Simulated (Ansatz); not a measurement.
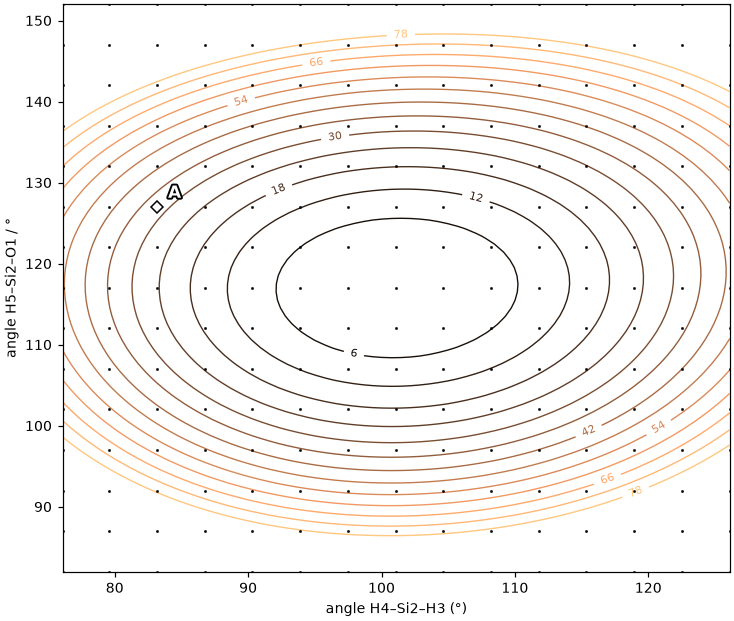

H3OSi, SMILES [O-][SiH3], charge −1. Coordinates scanned: (1) angle H4–Si2–H3; (2) angle H5–Si2–O1. Nothing is relaxed (all other coordinates rigid). Grid: 15 × 15 points. Energies are in kJ/mol, from the lowest grid point. All numbers below come from RKS PBE0-D4/def2-TZVPD in Ansatz 0.2.0.

Drawn: contour lines labelled in kJ/mol (none above 78), dots at the grid points, the point A. Between grid points the surface is interpolated.

Which way does the force act at A, and how strong is it?

A, at angle H4–Si2–H3 = 83.2°, angle H5–Si2–O1 = 127°, is not a stationary point. The computed force is 2.7 kJ/mol for each degree towards larger values of angle H4–Si2–H3 and 1.6 kJ/mol for each degree towards smaller values of angle H5–Si2–O1.
